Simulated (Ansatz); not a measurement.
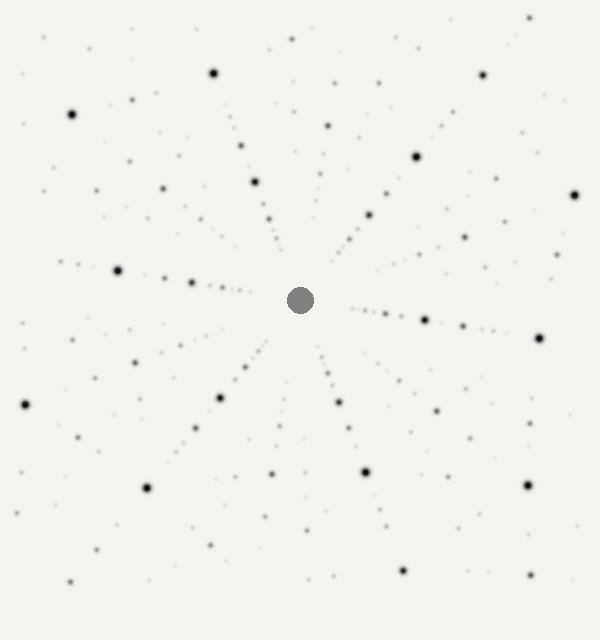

Simulated back-reflection Laue pattern (white X-rays, 0.45 to 2.2 Å, flat plate covering ±45° about the beam, kinematic intensities, seen from the source).

### What symmetry does the pattern show?

3m: a threefold axis with three mirror lines.

The crystal is TaSb, space group Fm-3m (No. 225), a = 5.589 Å. Structure: the end point of a relaxation with DFT PBEsol, scalar-relativistic, plane waves, PAW in Ansatz; the starting structure was generated, so it need not be a known form of this composition.

### Which direction points towards the source?

[111] or one equivalent to it by a rotation of the Laue group. In Laue class m-3m no other family of directions with a member of indices 0 and ±1 has this symmetry.
